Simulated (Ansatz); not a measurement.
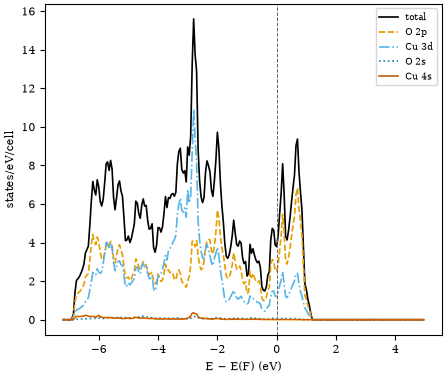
Fig. 1. Total and projected density of states of CuO$_{2}$ in space group Cmcm (No. 63; Cu on 4c, O on 4c, O on 4c), PBE+D3(BJ) in the plane-wave PAW code Ansatz

Which orbitals carry the states next to the Fermi level?

Within 0.5 eV of the Fermi level: O 2p 68 %, Cu 3d 30 %. Projections are on Löwdin-orthogonalised atomic valence shells; empty p or d shells of many metals are not among them.

Where is the tallest occupied peak in this window, and what makes it?

Near -2.8 eV, about 16 states/eV per cell; the largest projected share is Cu 3d.

The first step of the workflow began from a Materials Project structure, measured or hypothetical; the Crystallography Open Database copy checked does not list it. Whether it is the stable phase at ambient conditions was not checked. The cell was relaxed with PBE+D3(BJ) under the symmetry of its start; its stability against distortions is not shown here. No spin polarisation was allowed. No Hubbard U is applied. Without spin polarisation and U, an open-shell compound can come out a false metal.

Potentials: the later of the program's two PAW sets.
